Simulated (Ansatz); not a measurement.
## Run report: C3H11BSSi, nudged elastic band (part 2 of 2)

Continued. System: C3H11BSSi. Method: UKS r2SCAN/STO-3G (Ansatz 0.2.0). The run did not end well. It belongs to a series of runs on one base structure; here: band between the two ends.

Geometry of the input (Å):
```
C  1.2706  -2.1097  -0.5836
B  1.0571  -0.8399  0.3082
Si 0.0607  0.7454  -0.2680
C  -0.1781  0.8797  -2.1268
S  -1.8901  0.5034  0.6095
C  -1.4619  1.0230  2.3056
H  1.1195  -1.9630  -1.6605
H  2.2613  -2.5612  -0.4236
H  0.5445  -2.8756  -0.2535
H  1.4120  -0.9137  1.4278
H  0.6304  1.9876  0.2296
H  0.7846  0.9912  -2.6385
H  -0.6656  -0.0140  -2.5319
H  -0.7966  1.7452  -2.3904
H  -1.0766  2.0544  2.3443
H  -2.3759  0.9818  2.9148
H  -0.7150  0.3649  2.7774
```

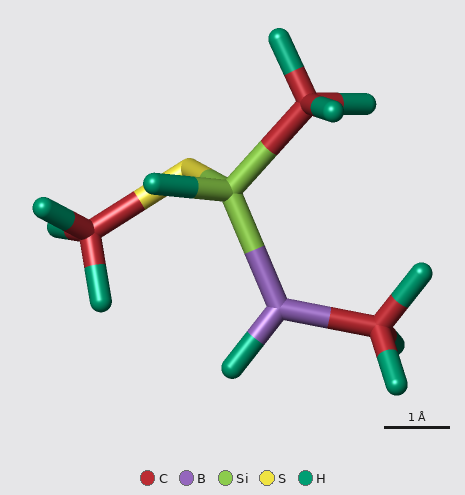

Fig. 1: The starting structure (stick view, seen at a tilt).

```
Unfinished report: {"positions_ang":[[1.351324099959367,-1.861648143025707,-0.3272235276876166],[1.1217395380905337,-0.406691997383717,0.35553909270829565],[-0.27847401236978675,0.5432013446506826,-0.38064814454797674],[-0.4003148674237474,0.8504839588127392,-2.23449022315744],[-1.56993080235325,1.7814690423256352,0.6527893506568874],[-1.476199266293447,0.8610813959826317,2.2455797681250993],[1.2971421019137166,-1.892058088540192,-1.4277624648657754],[2.283344928264965,-2.3802404803904347,-0.045790223272654126],[0.49586769365755806,-2.4644208142772195,0.05031828456744948],[1.2948677383455607,-0.3578795591521252,1.5081965169331397],[1.5873384967386972,0.6397665623849328,-0.20862974602502407],[0.5660370672013297,1.0430563362408256,-2.711597482855194],[-0.8252663962998098,-0.044808917425011044,-2.706634002216143],[-1.0647173728413941,1.6933088034559673,-2.4602851365175464],[-0.8644948674203257,1.3896664548086661,2.991084982466566],[-2.496806061208223,0.7446242765465461,2.63637113357055],[-1.040556007961743,-0.13940916501422107,2.103582832117383]],"unchecked":["starts","cluster_reference","orbital_swaps","neighbouring_geometries","increment"],"mean_field":{"relativity":"none","state":{"energy":{"ev":-22418.567584309036,"hartree":-823.8671628724682},"converged":true,"gradient_ev":7.504459555976638e-6,"stability":{"kind":"minimum","curvature_ev":12.814104511166871},"curvature_floor_ev":0.00030000000000000003,"spin_squared":1.4210854715202004e-14},"others":[],"fillings":{"estimated":0,"unestimated":0,"tried":0,"untried":0,"excluded_magnetic_sites":0},"n_dropped_functions":0,"n_trapped_functions":0,"passes":{"evaluations":4,"products":24},"factors":{"origin":"Cholesky decomposition","count":696,"bound_ev":0.00004403338676403084},"gradient_stop_ev":0.00009,"reference_kind":"stationary","functional":{"name":"r2SCAN","citations":["Furness, Kaplan, Ning, Perdew & Sun, J. Phys. Chem. Lett. 11, 8208 (2020) doi:10.1021/acs.jpclett.0c02405","Furness, Kaplan, Ning, Perdew & Sun, J. Phys. Chem. Lett. 11, 9248 (2020) doi:10.1021/acs.jpclett.0c03077"],"text":"name \"r2SCAN\"\ncite \"Furness, Kaplan, Ning, Perdew & Sun, J. Phys. Chem. Lett. 11, 8208 (2020) doi:10.1021/acs.jpclett.0c02405\"\ncite \"Furness, Kaplan, Ning, Perdew & Sun, J. Phys. Chem. Lett. 11, 9248 (2020) doi:10.1021/acs.jpclett.0c03077\"\nparent r2scan\nparameter k0 = 0.174\nparameter k1 = 0.065\nparameter a1 = 4.9479\nexchange = r2scan_x(k0 = k0, k1 = k1, a1 = a1)\ncorrelation = r2scan_c\n","parameters":{"a1":{"value":4.9479,"default":4.9479},"k0":{"value":0.174,"default":0.174},"k1":{"value":0.065,"default":0.065}},"final_grid":{"core_spheres":27.0,"valence_spheres":18.0,"degree":36.0},"final_grid_parameter_source":"default","radial_points_factor":1.0,"radial_grid_error_ev":0.00004202825166463307,"grid_sensitivity":"normal","grid_sensitivity_ratio":0.004213694444324409},"unsmoothed_excess_ev":-8.715897238883475e-6,"symmetry":{"irreps":["A"],"axes":[[0.9999606352538546,0.004597331299613575,0.0075889714473908005],[-0.004559423537164884,0.999977081163131,-0.005004878167748425],[-0.007611806600043535,0.004970079816949757,0.9999586784997152]],"occupied":[{"A":32},{"A":32}]},"held":{"pivots":689,"left_out":0,"joined":7},"density_repulsion":{"missed_ev":0.000031996798414200954,"excess_ev":3.853821173984907e-6,"most_excess_ev":0.0001728,"are_drawn_again":false,"n_first_factors":696,"energy_change_ev":0.0,"n_dropped_ends":0}},"factors":{"origin":"Cholesky decomposition","count":696,"bound_ev":0.00004403338676403084},"n_frozen":0,"n_occupied":[32,32],"n_virtual":[17,17],"reference":{"ev":-22418.567584309036,"hartree":-823.8671628724682},"total":{"ev":-22418.567584309036,"hartree":-823.8671628724682},"forces_ev_per_angstrom":[[-0.24302207935355877,0.22136718189516233,0.10342418952843652],[0.7877597761524563,-0.6391225201457313,-0.21021210711709928],[-1.0714113634126932,-0.1130272710686532,-0.6259587921612917],[-0.32566475112034315,0.20318748600703906,0.11779011887825426],[-0.1378091470113436,0.33141200689322803,0.26905453527398976],[-0.14839414085501307,-0.0020341902139412236,0.0260843041162348],[-0.04586373753611232,0.13151485232759466,0.10018649649662266],[-0.1371501074398106,0.1991090483533468,0.1332103274284948],[0.6100273231305575,-0.15938085696167073,-0.2500998244082872],[-0.16080484290677055,0.18912101956870328,-0.002479956848522349],[0.8208264593283287,-0.6037504405510719,0.25763109444901533],[0.10310970614493666,-0.04405412116008455,0.15258682478856617],[0.004523814024501357,0.03259108716093363,-0.049129897582960276],[0.005179284405051013,-0.022223645745881822,-0.062389339163382025],[-0.044395338164513756,0.11992541182704687,-0.033046491760354374],[-0.00019322970522171344,0.07232113601919124,0.09895320347222882],[-0.016717625681463167,0.08304381579504985,-0.02560468539961659]],"charge_distribution":{"dipole_moment_e_ang":[-0.5544424913299599,0.376354468424696,-0.14799617028590198],"mulliken_charges_e":[-0.2996182428960825,-0.12486684112564195,0.5599141552244404,-0.4042970041376943,0.02761286529512752,-0.30666837358630694,0.0435050748694209,0.05565165782291959,0.049735849415114886,-0.06986527014359822,-0.07390377376440949,0.09125772676785249,0.08677695790550577,0.07845948511671319,0.09348852326070389,0.09061670223252705,0.10220050774350598],"lowdin_charges_e":[-0.18025125842186895,-0.2675124709945411,0.5343511572911979,-0.28488706230449434,0.06879673761380012,-0.1996708325666594,0.020652422819374072,0.03040324941413952,0.028106612082176685,-0.05639432821178514,-0.03792856755364182,0.060354874352455234,0.05765093027236534,0.04903561739711215,0.056586957060835386,0.055037102531179216,0.065668859218454]},"n_threads":1,"memory_gib":1.7045454550534487,"seconds":{"hamiltonian":11.336213688,"orbitals":0.0,"second_order":0.0,"solver_start":0.0,"cycles":0.0,"cycle":0.0,"perturbative":0.0,"full_ci_increment":0.0,"forces":0.0}}
this run last wrote the band of iteration 10 to [file]
Error: NEB band did not converge after 10 iterations: max|band force component| = 8.91e-1 eV/Å (threshold 5.0e-2); raise `neb.max_iterations` in a new run, which can start from the last band evaluated (`neb.initial_path`, with `crystal.atoms` and `neb.final_atoms` set to its first and last images), add images, or start from endpoints closer to local minima. Where this run's directory can be resumed (`checkpoint.write`), a resume goes on for up to `neb.max_iterations` more; to start a new run from the last band, take its images' positions from the `neb_iteration` event of iteration 10 (`data.images[].positions_ang`), in the event stream of the run that computed that iteration (not this run's, if it was resumed behind it). With `checkpoint.write`, `steps/00-neb/state/checkpoint.json` in the run directory holds the last saved band, under `neb.evaluated.images[].positions_ang` (a band under a hybrid functional on support functions is neither saved nor resumed: `neb.initial_path` says where its path is): check the last entry of `neb.iterations` there, which is earlier than 10 if that iteration was not saved or its write failed. If the band's step has no `state` directory and holds `state.next`, a write was cut short, and the file is under `state.next` instead (behind a loss of power it can be under `state.prev`)
this run wrote the band of iteration 10 to [file] as well, whether or not its events were kept: a new run's `neb.initial_path` can list its `images[].positions_ang`
a run's events are kept only if it was started with --events-out <file>, and are in that file
```

## The last band as extended XYZ (Å, eV, eV/Å)
```
17
Properties=species:S:1:pos:R:3:forces:R:3 image=0 energy=-22419.22637
C     1.2706   -2.1097   -0.5836   -0.0071  -0.0159  -0.0009
B     1.0571   -0.8399    0.3082    0.0043   0.0085   0.0067
Si    0.0607    0.7454   -0.2680    0.0086   0.0071  -0.0026
C    -0.1781    0.8797   -2.1268   -0.0108   0.0066   0.0009
S    -1.8901    0.5034    0.6095   -0.0095  -0.0015   0.0009
C    -1.4619    1.0230    2.3056    0.0049  -0.0104   0.0082
H     1.1195   -1.9630   -1.6605    0.0015  -0.0026  -0.0037
H     2.2613   -2.5612   -0.4236   -0.0025   0.0038  -0.0016
H     0.5445   -2.8756   -0.2535    0.0064   0.0030  -0.0020
H     1.4120   -0.9137    1.4278    0.0007  -0.0019   0.0044
H     0.6304    1.9876    0.2296   -0.0008  -0.0008  -0.0008
H     0.7846    0.9912   -2.6385    0.0052   0.0009  -0.0016
H    -0.6656   -0.0140   -2.5319   -0.0010   0.0010  -0.0006
H    -0.7966    1.7452   -2.3904    0.0046  -0.0072  -0.0005
H    -1.0766    2.0544    2.3443    0.0014   0.0042  -0.0022
H    -2.3759    0.9818    2.9148    0.0029   0.0004  -0.0003
H    -0.7150    0.3649    2.7774   -0.0088   0.0048  -0.0042
17
Properties=species:S:1:pos:R:3:forces:R:3 image=2 energy=-22419.15774
C     1.2933   -1.9929   -0.4129    0.0853   0.0448  -0.0297
B     0.9919   -0.6821    0.3909   -0.2190  -0.0230  -0.0642
Si    0.1082    0.9121   -0.3669    0.1342  -0.0715   0.0566
C    -0.2778    0.8157   -2.2076   -0.0247   0.0437   0.0203
S    -1.7562    1.3906    0.5872   -0.0341  -0.0481  -0.0121
C    -1.4402    0.8127    2.2922    0.0011   0.1031  -0.2069
H     1.2826   -1.8918   -1.5061   -0.0169   0.0380   0.0073
H     2.2382   -2.4690   -0.1128   -0.0152  -0.0148   0.0210
H     0.4981   -2.7174   -0.1558   -0.0084   0.0074   0.0436
H     1.2645   -0.6720    1.5368    0.0680  -0.0461  -0.0381
H     1.0550    2.0044   -0.1906   -0.0396   0.1027   0.0030
H     0.6379    0.8391   -2.8088    0.0242  -0.0258   0.0199
H    -0.8216   -0.0997   -2.4643   -0.0045  -0.0168   0.0140
H    -0.8974    1.6644   -2.5227    0.0248  -0.0223   0.0091
H    -0.6828    1.4192    2.8146   -0.0001  -0.0309   0.0163
H    -2.3898    0.9059    2.8382    0.0632  -0.0209   0.0768
H    -1.1227   -0.2398    2.3290   -0.0383  -0.0195   0.0632
17
Properties=species:S:1:pos:R:3:forces:R:3 image=3 energy=-22418.74617
C     1.3524   -1.9941   -0.3319   -0.0285  -0.1087  -0.1138
B     0.9445   -0.6988    0.4245   -0.4154  -0.3542   0.2278
Si    0.0324    0.7865   -0.3837    0.3274   0.1578  -0.3029
C    -0.3800    0.8393   -2.2260   -0.0696   0.0359   0.0197
S    -1.5189    1.8047    0.6718    0.1788  -0.1991   0.0923
C    -1.4627    0.8626    2.2444   -0.1657   0.1347  -0.0506
H     1.3129   -1.9325   -1.4278    0.0068   0.0099   0.0218
H     2.3025   -2.4525   -0.0322    0.0204  -0.0294   0.0830
H     0.5446   -2.6935   -0.0333    0.1230  -0.1551  -0.0582
H     1.2752   -0.5394    1.5420    0.0617  -0.1752  -0.0154
H     1.3606    1.4058   -0.3084   -0.1078   0.8023  -0.0763
H     0.5350    1.0206   -2.7997    0.0010  -0.0502  -0.0596
H    -0.8411   -0.0764   -2.6131   -0.0076  -0.0279   0.1096
H    -1.0688    1.6684   -2.4414    0.0634  -0.0898   0.0310
H    -0.8433    1.3702    3.0000   -0.0141  -0.0176   0.0533
H    -2.4909    0.7867    2.6298    0.0705   0.0586   0.1152
H    -1.0734   -0.1580    2.1254   -0.0442   0.0081  -0.0770
17
Properties=species:S:1:pos:R:3:forces:R:3 image=5 energy=-22419.10612
C     1.3647   -1.9171   -0.3183   -0.0614   0.0975  -0.0192
B     1.2819   -0.4124    0.2956   -0.0307  -0.1652  -0.0255
Si   -0.2456    0.5496   -0.4521    0.1335  -0.1091   0.1987
C    -0.5193    0.9784   -2.2563   -0.1454   0.0899  -0.0431
S    -1.8132    1.4591    0.5571   -0.1308   0.0745  -0.0355
C    -1.5303    0.8906    2.2818    0.0308  -0.0843  -0.1437
H     1.3630   -1.9468   -1.4178   -0.0019  -0.0071   0.0004
H     2.3048   -2.3852    0.0032    0.0237  -0.0299   0.0375
H     0.5504   -2.5715    0.0238    0.0102  -0.0317   0.0060
H     1.2222   -0.3671    1.4647   -0.0427  -0.0343   0.0215
H     2.1559    0.2572   -0.1275    0.1157   0.1314  -0.0350
H     0.4394    1.1994   -2.7387    0.0182   0.0202  -0.0144
H    -0.9465    0.1117   -2.7783    0.0016  -0.0206  -0.0147
H    -1.1976    1.8266   -2.4099    0.0397  -0.0199   0.0123
H    -1.0263    1.6689    2.8700    0.0159   0.0729   0.0180
H    -2.5065    0.6784    2.7387   -0.0168   0.0189   0.0231
H    -0.9162   -0.0201    2.3043    0.0404  -0.0034   0.0137
17
Properties=species:S:1:pos:R:3:forces:R:3 image=6 energy=-22419.11510
C     1.1711   -1.8959   -0.2247    0.0413  -0.0036   0.0050
B     1.3938   -0.3545    0.2765   -0.0053  -0.0099  -0.0211
Si   -0.1133    0.6535   -0.4721   -0.0050   0.0121  -0.0122
C    -0.4632    1.0730   -2.2727    0.0015  -0.0258   0.0115
S    -1.8497    1.2586    0.4917    0.0078   0.0131  -0.0030
C    -1.4797    0.7810    2.2251   -0.0098  -0.0038   0.0141
H     1.1442   -2.0182   -1.3176    0.0002   0.0137   0.0033
H     2.0240   -2.4921    0.1338   -0.0176   0.0053  -0.0053
H     0.2660   -2.3743    0.1772   -0.0056   0.0021   0.0046
H     1.3657   -0.2449    1.4447    0.0060  -0.0077  -0.0037
H     2.3532    0.1288   -0.2056   -0.0266  -0.0069   0.0012
H     0.4463    1.4224   -2.7758    0.0003  -0.0060   0.0204
H    -0.7930    0.1672   -2.8011    0.0077   0.0174   0.0011
H    -1.2432    1.8336   -2.3916   -0.0025  -0.0056  -0.0013
H    -1.3054    1.6807    2.8337   -0.0065  -0.0010  -0.0101
H    -2.3453    0.2445    2.6394    0.0164  -0.0022  -0.0053
H    -0.5906    0.1360    2.2795   -0.0021   0.0088   0.0009
17
Properties=species:S:1:pos:R:3:forces:R:3 image=8 energy=-22419.12212
C     0.9498   -1.9201    0.1542   -0.0121   0.0018  -0.0053
B     1.4329   -0.3621    0.0754    0.0012  -0.0046   0.0036
Si   -0.0743    0.6888   -0.6127   -0.0020  -0.0020  -0.0156
C    -0.4181    1.3433   -2.3418    0.0077  -0.0018   0.0028
S    -1.7653    1.2368    0.4562    0.0035  -0.0019   0.0097
C    -1.3721    0.5287    2.1041    0.0002   0.0025   0.0051
H     0.6817   -2.3547   -0.8201    0.0043   0.0063   0.0117
H     1.7852   -2.5202    0.5434    0.0021   0.0003   0.0006
H     0.0994   -2.0939    0.8304    0.0078   0.0013  -0.0064
H     1.6716    0.0737    1.1438   -0.0010  -0.0021  -0.0068
H     2.3037   -0.1906   -0.6934   -0.0031  -0.0006   0.0030
H     0.3813    2.0299   -2.6500   -0.0054  -0.0045   0.0008
H    -0.4145    0.5132   -3.0607   -0.0004   0.0058   0.0043
H    -1.3764    1.8681   -2.4253    0.0022  -0.0010   0.0016
H    -1.6448    1.2589    2.8794    0.0019  -0.0095  -0.0084
H    -1.9569   -0.3886    2.2680    0.0079   0.0079   0.0003
H    -0.3020    0.2884    2.1895   -0.0148   0.0020  -0.0011
```

## What the run reported

| quantity | value |
| --- | --- |
| outcome | not converged |
| barrier, forward (band not converged) | 0.659 eV |
| barrier, backward | 0.554 eV |
| wall time | 13 min |
| peak memory | 0.25 GiB |

## What went wrong

The run did not converge: “NEB band did not converge after 10 iterations: max|band force component| = 8.91e-1 eV/Å (threshold 5.0e-2); raise `neb.max_iterations` in a new run, which can start from the last band evaluated (`neb.initial_path`, with `crystal.atoms` and `neb.final_atoms` set to its first and last images), add images, or start from endpoints closer to local minima …” Its last values are not results.
